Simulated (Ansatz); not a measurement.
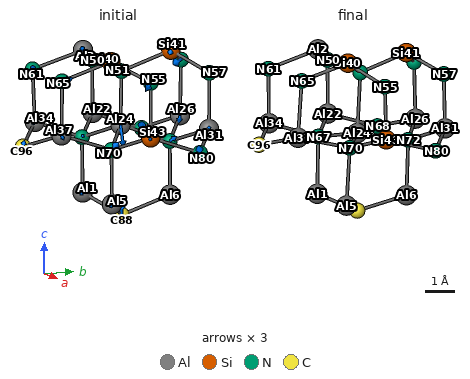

The structure of crystalline Al₃₉Si₉N₃₉C₉ (a generated structure, set up in P1) before (left) and after (right) a relaxation, at one scale. The blue arrows give the displacements (the part carried along by the change of the cell is left out), magnified 3 times.

The picture is a ball-and-stick view of the atoms within 4.2 Å of the atom that moves most (axes of the cell of the calculation (origin shifted)), seen slightly off an axis.

Method: Ansatz, DFT, PBEsol, PAW, plane waves. Settings: plane-wave cutoff 420 eV; k-point mesh 1 × 1 × 1; mesh shifted by (0.25, 0.25, 0.25); no spin polarisation; cell relaxed at fixed alpha, beta, gamma; force threshold 0.03 eV/Å; at most 80 steps.

**Describe what moved and what it gained.**

After 6 geometry steps the energy has fallen by 10.349 eV per cell of the calculation. The largest force component goes from 4.7 to 0.0082 eV/Å. The pressure goes from 2.08 to 0.02 GPa. The atom that moves furthest relative to the cell is an Al atom (0.27 Å roughly along −c). Largest moves by element: Al 0.27 Å, N 0.24 Å, C 0.18 Å, Si 0.09 Å. Cell: a 9.320 → 9.390 Å (+0.8 %), b 10.762 → 10.790 Å (+0.3 %), c 9.991 → 9.962 Å (−0.3 %). Volume +0.7 %. Among the contacts that change: Al–N 1.872 → 2.132 Å, Al–N 1.833 → 2.057 Å, N–Si 1.893 → 1.723 Å, Al–N 1.905 → 2.031 Å. Among the angles between lasting bonds that change: N–Al–N 110.0° → 95.9°, Al–N–Al 109.5° → 96.5°, Al–N–Al 110.6° → 98.6°. The space group stays P1 (No. 1). The run took roughly 8 core-minutes on a shared host.
